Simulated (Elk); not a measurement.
# Magnetic state of Fe from several starts

Aim: find out whether Fe carries moments, and which collinear order costs least.

Method: PBE; all-electron APW+lo, Dirac cores, scalar-relativistic bands, in Elk 11.2.3 (patched build).

The database entry behind the starting cell differs from later determinations by our own check (about 0.2 % short), so it need not match the best structure at ambient conditions.

**1. Starting point**

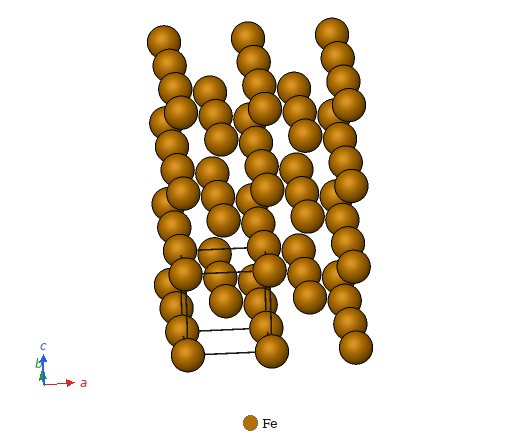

The cell as given, slightly off an axis (iron orange). 2×3×3 cells are drawn. This picture shows the conventional cell, with its axes. Some periodic images of atoms are drawn too.

**2. Run 1 (ferro +)**

Parallel moments need no larger cell; this start tests for a ferromagnetic state only.

Moments are seeded by fields in the spheres (the last three columns under atoms), set against the wanted direction and reduced each loop.

elk.in

```
tasks
  0
  33
  73

xctype
  20

rgkmax
  7.0

nempty
  12

swidth
  0.001837

reducebf
  0.5

epsengy
  1e-05

maxscl
  100

lmaxi
  3

spinpol
  .true.

sppath
  './'

avec
  -2.70276189248 2.70276189248 2.70276189248
  2.70276189248 -2.70276189248 2.70276189248
  2.70276189248 2.70276189248 -2.70276189248

atoms
  1
  'Fe.in'
  1
  0.0000000000 0.0000000000 0.0000000000   0.000000 0.000000 -0.140000

ngridk
  16 16 16

plot3d
  0 0 0
  1 0 0
  0 1 0
  0 0 1
  13 13 13
```

Command:

```
> OMP_NUM_THREADS=2 elk
```

Numbers of over 12 decimals in the logs are rounded to 6 here.

Log:

```text
┌─────────────────────────┐
│ Elk code version 11.2.3 │
└─────────────────────────┘

All units are atomic (Hartree, Bohr, etc.)

┌─────────────────────────────────────────────────┐
│ Ground-state run starting from atomic densities │
└─────────────────────────────────────────────────┘

Lattice vectors :
  -2.702761892       2.702761892       2.702761892
   2.702761892      -2.702761892       2.702761892
   2.702761892       2.702761892      -2.702761892

Reciprocal lattice vectors :
 -0.9916321013E-17   1.162363826       1.162363826
   1.162363826     -0.9916321013E-17   1.162363826
   1.162363826       1.162363826     -0.9916321013E-17

Unit cell volume      :    78.97385759
Brillouin zone volume :    3.140915501

Muffin-tin inner radius fraction :   0.1000000000E-01

Nuclei treated as point charges

Species : 1 (Fe)
 parameters loaded from : Fe.in
 name : iron
 nuclear charge    :   -26.00000000
 electronic charge :    26.00000000
 atomic mass :    101799.2075
 muffin-tin radius :    2.315660459
 number of radial points in muffin-tin :    993
 inner part over the whole radius :   0.9845393953E-02
 number on inner part of muffin-tin    :    699
 approximate nuclear radius :   0.7160107270E-04
 number of mesh points to nuclear radius :    332
 atomic positions (lattice), magnetic fields (Cartesian) :
  1 :   0.00000000  0.00000000  0.00000000    0.00000000  0.00000000 -0.14000000

Total number of atoms per unit cell :    1
Total muffin-tin volume :    52.01316115
 ratio of muffin-tin to unit cell volume :   0.6586123907

Spin treatment :
 spin-polarised
 global magnetic field (Cartesian) :    0.000000000       0.000000000       0.000000000
 collinear magnetisation in z-direction

Number of Bravais lattice symmetries :   48
Number of crystal symmetries         :   48
Crystal has inversion symmetry
Real symmetric eigensolver will be used

k-point grid :     16    16    16
k-point offset :    0.000000000       0.000000000       0.000000000
k-point set is reduced with full crystal symmetry group
Total number of k-points :      145

Muffin-tin radius times maximum |G+k| :    7.000000000
 using average radius
Maximum |G+k| for APW functions       :    3.022895681
Maximum (1/2)|G+k|²                   :    4.568949148
Maximum |G| for potential and density :    12.00000000
Constant for pseudocharge density :    7
 order of it for each species :   14
 order of it for pair densities of each species (exact exchange by exxq0 0: 14) :   10
Radial integration step length :    1

G-vector grid sizes :     18    18    18
Number of G-vectors :     2315

Maximum angular momentum used for
 APW functions            :    8
 outer part of muffin-tin :    6
 inner part of muffin-tin :    3

Total nuclear charge    :   -26.00000000
Total core charge       :    10.00000000
Total valence charge    :    16.00000000
Total excess charge     :    0.000000000
Total electronic charge :    26.00000000

Effective Wigner radius, rₛ :   0.8984083885

Number of empty states         :     12
Total number of valence states :     42
Total number of core states    :     10

Third-order local-orbitals added for an l without core states : T
Total number of local-orbitals :     23

Exchange-correlation functional :     20     0     0
 Perdew-Burke-Ernzerhof, Phys. Rev. Lett. 77, 3865 (1996)
 gradient requirement :    1
 generalised gradient approximation (GGA)

Smearing type :    3
 Fermi-Dirac
Smearing width :   0.1837000000E-02
Effective electronic temperature (K) :    580.0787206

Mixing type :    3
 Broyden mixing, J. Phys. A: Math. Gen. 17, L317 (1984)

Kohn-Sham potential initialised from atomic data

┌──────────────────────────────┐
│ Self-consistent loop started │
└──────────────────────────────┘

┌─────────────────┐
│ Loop number : 1 │
└─────────────────┘

Energies :
 Fermi                       :     0.212119
 sum of occupied eigenvalues :     -738.65501157798
 electron kinetic            :      1288.2500654446
 core electron kinetic       :      1149.7629853090
 Coulomb                     :     -2505.3865691049
 Coulomb potential           :     -1954.7882917328
 nuclear-nuclear             :     -227.55628411202
 electron-nuclear            :     -2609.9833273925
 Hartree                     :      332.15304239964
 Madelung                    :     -1527.9924232385
 xc potential                :     -71.991445640314
 xc effective B-field        :    -0.119276
 external B-field            :      0.000000
 exchange                    :     -54.583859099903
 correlation                 :     -1.208101
 electron entropic           :    -0.34308940643413E-03
 total energy                :     -1272.9288069768
 (external B-field energy excluded from total)

Density of states at Fermi energy :    30.96432997
 (states/Hartree/unit cell)

Estimated indirect band gap :   0.2976020855E-03
 from k-point 3 to k-point 2
Estimated direct band gap   :   0.3066803835E-02
 at k-point 44

Charges :
 core                        :    10.00000000
 valence                     :    16.00000000
 interstitial                :    1.127770522
 muffin-tins (core leakage)
  species : 1 (Fe)
   atom 1                    :    24.87222948     ( -0.2237493231E-06)
 total in muffin-tins        :    24.87222948
 total calculated charge     :    26.00010652
 total charge                :    26.00000000
 error                       :   0.1065213952E-03

Moments :
 interstitial                :  -0.2874269813E-01
 muffin-tins
  species : 1 (Fe)
   atom 1                    :    2.395131133
 total in muffin-tins        :    2.395131133
 total moment                :    2.366388435

┌─────────────────┐
│ Loop number : 2 │
└─────────────────┘

Energies :
 Fermi                       :     0.212474
 sum of occupied eigenvalues :     -738.65646547238
 electron kinetic            :      1286.4391717326
 core electron kinetic       :      1148.8876666658
 Coulomb                     :     -2505.4485489159
 Coulomb potential           :     -1954.7559596430
 nuclear-nuclear             :     -227.55628411202
 electron-nuclear            :     -2610.1404172812
 Hartree                     :      332.24815247737
 Madelung                    :     -1528.0705690944
 xc potential                :     -70.228036192672
 xc effective B-field        :    -0.119463
 external B-field            :      0.000000
 exchange                    :     -54.590003131714
 correlation                 :     -1.208075
 electron entropic           :    -0.34206903998420E-03
 total energy                :     -1274.8077974587
 (external B-field energy excluded from total)

Density of states at Fermi energy :    30.84953450
 (states/Hartree/unit cell)

Estimated indirect band gap :   0.6399321749E-04
 from k-point 2 to k-point 126
Estimated direct band gap   :   0.1584490781E-02
 at k-point 2

Charges :
 core                        :    10.00000000
 valence                     :    16.00000000
 interstitial                :    1.125283475
 muffin-tins (core leakage)
  species : 1 (Fe)
   atom 1                    :    24.87471652     ( -0.2237497725E-06)
 total in muffin-tins        :    24.87471652
 total calculated charge     :    26.00010643
 total charge                :    26.00000000
 error                       :   0.1064307320E-03

Moments :
 interstitial                :  -0.2866870659E-01
 muffin-tins
  species : 1 (Fe)
   atom 1                    :    2.397103882
 total in muffin-tins        :    2.397103882
 total moment                :    2.368435175

RMS change in Kohn-Sham potential (target) :    6.776656635     (  0.1000000000E-05)
Absolute change in total energy (target)   :    1.878990482     (  0.1000000000E-04)

[... loops 3 to 16 left out ...]

┌──────────────────┐
│ Loop number : 17 │
└──────────────────┘

Energies :
 Fermi                       :     0.309619
 sum of occupied eigenvalues :     -736.45155827983
 electron kinetic            :      1290.0473169596
 core electron kinetic       :      1149.7547293202
 Coulomb                     :     -2506.9030312206
 Coulomb potential           :     -1953.8811720778
 nuclear-nuclear             :     -227.55628411202
 electron-nuclear            :     -2613.9513299159
 Hartree                     :      334.60458280732
 Madelung                    :     -1529.9624451817
 xc potential                :     -72.504593755871
 xc effective B-field        :    -0.113109
 external B-field            :      0.000000
 exchange                    :     -54.735805767626
 correlation                 :     -1.207975
 electron entropic           :    -0.30963261561965E-03
 total energy                :     -1272.7998042677
 (external B-field energy excluded from total)

Density of states at Fermi energy :    27.71536954
 (states/Hartree/unit cell)

Estimated indirect band gap :   0.5179861358E-03
 from k-point 19 to k-point 37
Estimated direct band gap   :   0.5316801342E-02
 at k-point 144

Charges :
 core                        :    10.00000000
 valence                     :    16.00000000
 interstitial                :    1.059264730
 muffin-tins (core leakage)
  species : 1 (Fe)
   atom 1                    :    24.94073527     ( -0.2237494208E-06)
 total in muffin-tins        :    24.94073527
 total calculated charge     :    26.00010461
 total charge                :    26.00000000
 error                       :   0.1046078991E-03

Moments :
 interstitial                :  -0.4491803246E-01
 muffin-tins
  species : 1 (Fe)
   atom 1                    :    2.292147028
 total in muffin-tins        :    2.292147028
 total moment                :    2.247228996

RMS change in Kohn-Sham potential (target) :   0.2904875411E-07 (  0.1000000000E-05)
Absolute change in total energy (target)   :   0.6614979384E-05 (  0.1000000000E-04)

Convergence targets achieved

┌──────────────────┐
│ Loop number : 18 │
└──────────────────┘

Energies :
 Fermi                       :     0.309619
 sum of occupied eigenvalues :     -736.45155792542
 electron kinetic            :      1290.0473169774
 core electron kinetic       :      1149.7547295121
 Coulomb                     :     -2506.9030309171
 Coulomb potential           :     -1953.8811720991
 nuclear-nuclear             :     -227.55628411202
 electron-nuclear            :     -2613.9513292785
 Hartree                     :      334.60458247343
 Madelung                    :     -1529.9624448676
 xc potential                :     -72.504593461631
 xc effective B-field        :    -0.113109
 external B-field            :      0.000000
 exchange                    :     -54.735805753858
 correlation                 :     -1.207975
 electron entropic           :    -0.30963255015023E-03
 total energy                :     -1272.7998039318
 (external B-field energy excluded from total)

Density of states at Fermi energy :    27.71536078
 (states/Hartree/unit cell)

Estimated indirect band gap :   0.5179721276E-03
 from k-point 19 to k-point 37
Estimated direct band gap   :   0.5316801324E-02
 at k-point 144

Charges :
 core                        :    10.00000000
 valence                     :    16.00000000
 interstitial                :    1.059264735
 muffin-tins (core leakage)
  species : 1 (Fe)
   atom 1                    :    24.94073527     ( -0.2237494119E-06)
 total in muffin-tins        :    24.94073527
 total calculated charge     :    26.00010461
 total charge                :    26.00000000
 error                       :   0.1046078986E-03

Moments :
 interstitial                :  -0.4491810260E-01
 muffin-tins
  species : 1 (Fe)
   atom 1                    :    2.292147123
 total in muffin-tins        :    2.292147123
 total moment                :    2.247229020

┌──────────────────────────────┐
│ Self-consistent loop stopped │
└──────────────────────────────┘

Wrote STATE.OUT
```

Wall time 2 min (2 threads of Intel Xeon Platinum 8488C (Sapphire Rapids), shared host); peak memory 0.09 GiB; 4 min of CPU time.

Spin moment in the muffin-tin sphere by atom:

```tsv
atom	spin moment in the muffin-tin sphere (μB)
Fe1	2.29
```

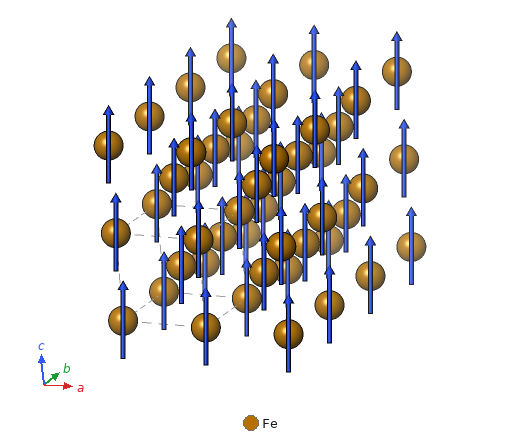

Spin moment in the muffin-tin sphere as arrows, the longest 2.29 μB. Up and down stand for the sign. Arrows give size and sign along the axis of quantisation, drawn up and down the page. 2×3×2 conventional cells are drawn. Some periodic images of atoms are drawn too.

This step gave:

* density of states at the Fermi level: 1.019 states/eV/cell
* moment between the spheres: -0.04492 μB
* magnetization: 2.247 μB
* final state: ferromagnetic

After 18 cycles the largest moment stands at 2.29 μB.

(Continued in part 2 of 2.)

[Logs and program files are shortened in this print: banners, set-up blocks, solver, clock and traceback lines can be left out without a mark of their own.]

[Logs are printed without paths, hosts, clocks, repeated set-up lines and the standing remarks that a program may print on its own settings, such as how far it seeks lower states.]

[Hosts, paths, dates, database ids (printed as entryN), source tags and the programs' standing remarks are cut or masked in the printed files.]

[Where a cell is said to come from a database of computed structures, the database is the Materials Project.]
